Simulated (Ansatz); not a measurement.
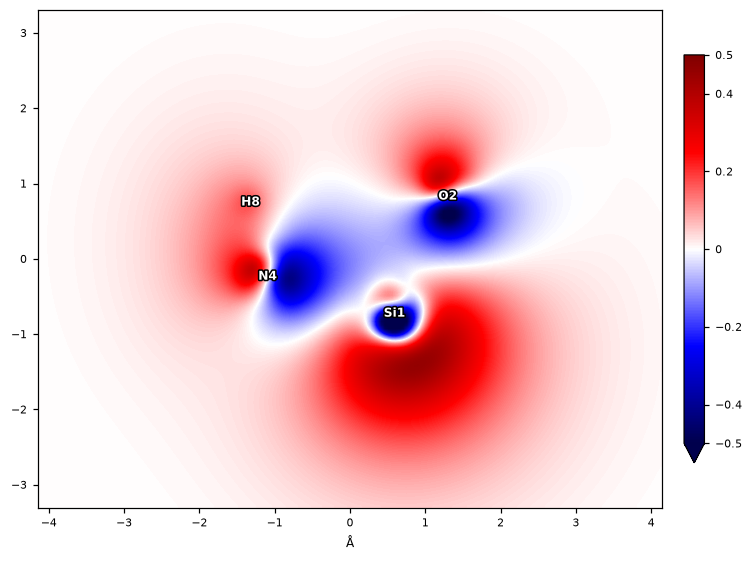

Figure 1: H3NOSi···NH3. The HOMO on the plane of atoms Si1, N4 and H8 (values in Å⁻³ᐟ²; the overall sign is arbitrary).

The reactant side of a reaction path; geometry: PBE0-D4/def2-TZVP.

All numbers below come from RKS PBE0-D4/def2-TZVPP in Ansatz 0.2.0.

```yaml
atoms:
  - { symbol: Si, position_ang: [0.3785, 0.0133, -0.9902] }
  - { symbol: O, position_ang: [-0.2268, -1.5428, -0.6287] }
  - { symbol: H, position_ang: [-1.3312, 0.0444, 0.9104] }
  - { symbol: N, position_ang: [1.5173, 0.1585, 0.3374] }
  - { symbol: N, position_ang: [-1.1361, 0.7740, 0.2290] }
  - { symbol: H, position_ang: [-0.4671, -2.0356, -1.4132] }
  - { symbol: H, position_ang: [2.3919, 0.6230, 0.1529] }
  - { symbol: H, position_ang: [1.6571, -0.6321, 0.9529] }
  - { symbol: H, position_ang: [-1.9925, 1.0021, -0.2636] }
  - { symbol: H, position_ang: [-0.7910, 1.5956, 0.7130] }
```

> Where does this orbital lie, and at what energy?

Its weight (Hirshfeld) is mainly on Si1 (about 70 %), N4 (about 10 %) and O2 (about 10 %). Its energy is −5.06 eV.
